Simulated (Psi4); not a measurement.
**Single-point calculation, with input and output: C2H4F2 (charge +1) (part 2 of 2)**

Continued. System: C2H4F2, charge +1, multiplicity 2. Method: wB97X/6-311+G**, UKS (Psi4 1.11). The geometry is that of the parent species in another charge or spin state. The geometry comes from this level: PBE0-D4/def2-TZVP.

Geometry of the input (Å):
```
C  0.0033  0.7776  0.0233
C  -0.0520  -0.7182  -0.0082
F  0.9255  -1.2434  0.7791
F  0.1682  -1.1721  -1.2719
H  0.9814  1.1119  -0.3254
H  -0.1572  1.1328  1.0418
H  -0.7710  1.1906  -0.6240
H  -1.0061  -1.1364  0.3295
```

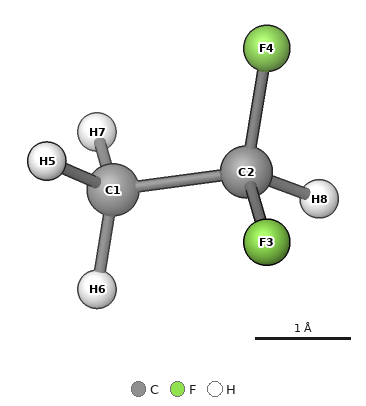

The input geometry (ball-and-stick view, seen at a tilt; atoms are numbered from 1 in the order of the input).

**The program's output, continued**
```
      17A     -0.474102    18A     -0.099593    19A     -0.081813
      20A     -0.070810    21A     -0.061155    22A     -0.041510
      23A     -0.032910    24A     -0.018305    25A      0.007813
      26A      0.012399    27A      0.033811    28A      0.044286
      29A      0.059292    30A      0.061690    31A      0.096568
      32A      0.117211    33A      0.149494    34A      0.176650
      35A      0.198675    36A      0.201982    37A      0.227930
      38A      0.235914    39A      0.261886    40A      0.264298
      41A      0.304687    42A      0.337659    43A      0.347292
      44A      0.375878    45A      0.426307    46A      0.440927
      47A      0.460986    48A      0.532697    49A      0.534558
      50A      0.569662    51A      0.705870    52A      0.808363
      53A      0.811310    54A      0.892912    55A      1.107595
      56A      1.110818    57A      1.151968    58A      1.204446
      59A      1.257688    60A      1.274476    61A      1.295465
      62A      1.308377    63A      1.315879    64A      1.360685
      65A      1.391675    66A      1.423365    67A      1.434088
      68A      1.512442    69A      1.552413    70A      1.638095
      71A      1.687655    72A      1.716991    73A      1.780321
      74A      1.816238    75A      1.856578    76A      1.992028
      77A      2.072823    78A      2.151272    79A      2.313071
      80A      2.360352    81A      2.391027    82A      2.391595
      83A      2.420959    84A      2.456700    85A      2.507726
      86A      2.635777    87A      2.790200    88A      2.863187
      89A      3.135731    90A      3.534267    91A      3.570900
      92A      3.590653    93A      3.594802    94A      3.605326
      95A      3.666064    96A      3.728297    97A      3.760888
      98A      3.873775    99A      3.970460   100A      4.119124
     101A      4.576224   102A      4.712656   103A      6.116188
     104A      6.145250   105A      6.191395   106A      6.197843
     107A      6.374396   108A      6.543263   109A     23.432955
     110A     23.755290   111A     66.463867   112A     66.503147

    Final Occupation by Irrep:
              A
    DOCC [    16 ]
    SOCC [     1 ]
    NA   [    17 ]
    NB   [    16 ]

  @UKS Final Energy:  -277.87177987562694

   => Energetics <=

    Nuclear Repulsion Energy =            132.7105819204236354
    One-Electron Energy =                -636.8846139577109398
    Two-Electron Energy =                 249.7301379274759086
    DFT Exchange-Correlation Energy =     -23.4278857658155708
    Empirical Dispersion Energy =           0.0000000000000000
    VV10 Nonlocal Energy =                  0.0000000000000000
    Total Energy =                       -277.8717798756269417

  UHF NO Occupations:
  HONO-2 :   15  A 1.9995605
  HONO-1 :   16  A 1.9993804
  HONO-0 :   17  A 1.0000000
  LUNO+0 :   18  A 0.0006196
  LUNO+1 :   19  A 0.0004395
  LUNO+2 :   20  A 0.0004036
  LUNO+3 :   21  A 0.0000894

Computation Completed

Properties will be evaluated at   0.000000,   0.000000,   0.000000 [a0]

Properties computed using the SCF density matrix

 Multipole Moments:

 ------------------------------------------------------------------------------------
     Multipole            Electronic (a.u.)      Nuclear  (a.u.)        Total (a.u.)
 ------------------------------------------------------------------------------------

 L = 1.  Multiply by 2.5417464519 to convert [e a0] to [Debye]
 Dipole X            :        -16.7076080           16.2482432           -0.4593648
 Dipole Y            :         35.9105165          -36.0639113           -0.1533949
 Dipole Z            :          7.5725056           -7.4128287            0.1596769
 Magnitude           :                                                    0.5099439

 ------------------------------------------------------------------------------------

	total time  =         81 seconds =       1.35 minutes

Properties will be evaluated at   0.000000,   0.000000,   0.000000 [a0]

Properties computed using the WB97X density matrix

 Multipole Moments:

 ------------------------------------------------------------------------------------
     Multipole            Electronic (a.u.)      Nuclear  (a.u.)        Total (a.u.)
 ------------------------------------------------------------------------------------

 L = 1.  Multiply by 2.5417464519 to convert [e a0] to [Debye]
 Dipole X            :        -16.7076080           16.2482432           -0.4593648
 Dipole Y            :         35.9105165          -36.0639113           -0.1533949
 Dipole Z            :          7.5725056           -7.4128287            0.1596769
 Magnitude           :                                                    0.5099439

 L = 2.  Multiply by 1.3450342976 to convert [e a0^2] to [Debye ang]
 Quadrupole XX       :        -51.3492193           37.7618635          -13.5873558
 Quadrupole XY       :         39.8437015          -38.4004760            1.4432255
 Quadrupole XZ       :        -15.5680251           15.1184833           -0.4495419
 Quadrupole YY       :       -147.7803247          136.5221173          -11.2582074
 Quadrupole YZ       :        -16.6292824           16.2253257           -0.4039567
 Quadrupole ZZ       :        -92.3428820           77.5470198          -14.7958622
 Traceless XX        :         45.8082560          -46.1818034           -0.3735473
 Traceless YY        :        -50.6228494           52.5784504            1.9556011
 Traceless ZZ        :          4.8145933           -6.3966471           -1.5820537

 ------------------------------------------------------------------------------------
  Mulliken Charges: (a.u.)
   Center  Symbol    Alpha    Beta     Spin     Total
       1     C     3.29044  3.07621  0.21423 -0.36665
       2     C     3.06608  2.94620  0.11987 -0.01228
       3     F     4.56653  4.32688  0.23965  0.10659
       4     F     4.56659  4.32684  0.23975  0.10657
       5     H     0.37519  0.35199  0.02320  0.27282
       6     H     0.36720  0.37084 -0.00364  0.26196
       7     H     0.36720  0.37084 -0.00363  0.26196
       8     H     0.40077  0.23021  0.17056  0.36903

   Total alpha = 17.00000, Total beta = 16.00000, Total charge =  1.00000

  Mayer Bond Indices:

  Total Bond Index:
  Irrep: 1 Size: 8 x 8

                 1                   2                   3                   4                   5

    1     0.00000000000000     0.81980950300693    -0.07023602495741    -0.07021617607582     0.88840702410206
    2     0.81980950300693     0.00000000000000     1.21597112825311     1.21587866179077     0.01131862211415
    3    -0.07023602495741     1.21597112825311     0.00000000000000     0.11244541882910     0.00547115308719
    4    -0.07021617607582     1.21587866179077     0.11244541882910     0.00000000000000     0.00547220993756
    5     0.88840702410206     0.01131862211415     0.00547115308719     0.00547220993756     0.00000000000000
    6     0.91734062755033     0.00118228742792     0.00115472118303     0.00132183438340    -0.00356312311882
    7     0.91734252643937     0.00117711232635     0.00132298755390     0.00116347318829    -0.00356039210880
    8     0.00872739355882     0.78363413928696     0.00401178730787     0.00403050172034     0.00497921325554

                 6                   7                   8

    1     0.91734062755033     0.91734252643937     0.00872739355882
    2     0.00118228742792     0.00117711232635     0.78363413928696
    3     0.00115472118303     0.00132298755390     0.00401178730787
    4     0.00132183438340     0.00116347318829     0.00403050172034
    5    -0.00356312311882    -0.00356039210880     0.00497921325554
    6     0.00000000000000    -0.00355255214050     0.00156682160262
    7    -0.00355255214050     0.00000000000000     0.00156380033065
    8     0.00156682160262     0.00156380033065     0.00000000000000

  Alpha Contribution:
  Irrep: 1 Size: 8 x 8

                 1                   2                   3                   4                   5

    1     0.00000000000000     0.50114706220257    -0.05883369951772    -0.05883433552618     0.46148327553833
    2     0.50114706220257     0.00000000000000     0.53527710716645     0.53520291218803     0.00378831191233
    3    -0.05883369951772     0.53527710716645     0.00000000000000     0.00417704054874    -0.00214521744089
    4    -0.05883433552618     0.53520291218803     0.00417704054874     0.00000000000000    -0.00214972127018
    5     0.46148327553833     0.00378831191233    -0.00214521744089    -0.00214972127018     0.00000000000000
    6     0.46083796037926     0.00095234797737    -0.00178350589456     0.00213235109800    -0.00198294746172
    7     0.46084181050709     0.00094926915909     0.00213273404915    -0.00178192068167    -0.00198189672995
    8    -0.01616409229794     0.48133689441288    -0.00504440628817    -0.00504660437929     0.00488884832913

                 6                   7                   8

    1     0.46083796037926     0.46084181050709    -0.01616409229794
    2     0.00095234797737     0.00094926915909     0.48133689441288
    3    -0.00178350589456     0.00213273404915    -0.00504440628817
    4     0.00213235109800    -0.00178192068167    -0.00504660437929
    5    -0.00198294746172    -0.00198189672995     0.00488884832913
    6     0.00000000000000    -0.00188089246948    -0.00039154305964
    7    -0.00188089246948     0.00000000000000    -0.00039236650726
    8    -0.00039154305964    -0.00039236650726     0.00000000000000

  Beta Contribution:
  Irrep: 1 Size: 8 x 8

                 1                   2                   3                   4                   5

    1     0.00000000000000     0.31866244080436    -0.01140232543970    -0.01138184054965     0.42692374856374
    2     0.31866244080436     0.00000000000000     0.68069402108666     0.68067574960274     0.00753031020182
    3    -0.01140232543970     0.68069402108666     0.00000000000000     0.10826837828036     0.00761637052807
    4    -0.01138184054965     0.68067574960274     0.10826837828036     0.00000000000000     0.00762193120774
    5     0.42692374856374     0.00753031020182     0.00761637052807     0.00762193120774     0.00000000000000
    6     0.45650266717107     0.00022993945054     0.00293822707760    -0.00081051671460    -0.00158017565710
    7     0.45650071593228     0.00022784316726    -0.00080974649526     0.00294539386996    -0.00157849537885
    8     0.02489148585675     0.30229724487407     0.00905619359604     0.00907710609964     0.00009036492641

                 6                   7                   8

    1     0.45650266717107     0.45650071593228     0.02489148585675
    2     0.00022993945054     0.00022784316726     0.30229724487407
    3     0.00293822707760    -0.00080974649526     0.00905619359604
    4    -0.00081051671460     0.00294539386996     0.00907710609964
    5    -0.00158017565710    -0.00157849537885     0.00009036492641
    6     0.00000000000000    -0.00167165967102     0.00195836466226
    7    -0.00167165967102     0.00000000000000     0.00195616683791
    8     0.00195836466226     0.00195616683791     0.00000000000000

  Atomic Valences:

 #  #
 Irrep: 1
      1:    3.411174873624274
      2:    4.048971454206194
      3:    1.270141171256783
      4:    1.270095923773637
      5:    0.908524707268888
      6:    0.915450616887978
      7:    0.915456955589252
      8:    0.808513657062802
```
